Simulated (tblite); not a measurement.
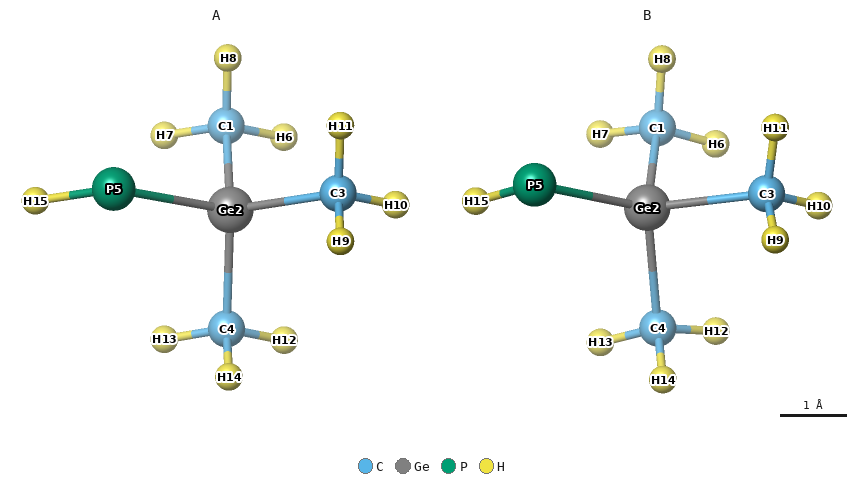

Two geometries of C$_{3}$H$_{10}$GeP (charge −1), drawn at one scale. One is the start of a relaxation, the other its converged end. The picture is a ball-and-stick view, seen at a tilt.

These are results of GFN2-xTB geometry optimisation, gas phase in tblite, not measurements. 

**Which of the two is the end point?**

Structure B is the relaxed one. The atom that moves furthest after the best rigid fit is P5 (0.28 Å). By element the largest moves are P 0.28 Å, Ge 0.27 Å, H 0.14 Å, C 0.04 Å. Some distances before and after: C1–Ge2 1.932 → 2.033 Å, Ge2–C4 1.940 → 2.033 Å, Ge2–C3 1.949 → 2.012 Å, P5–H15 1.415 → 1.366 Å. Bond angles that change, for instance: Ge2–P5–H15 108.9° → 90.2°, C1–Ge2–C4 109.8° → 100.6°, C1–Ge2–P5 109.5° → 118.1°. After 31 geometry steps the energy has fallen by 62.9 kJ/mol. Cost: 0.19 s on 1 thread of Arm Neoverse V1 (shared host).
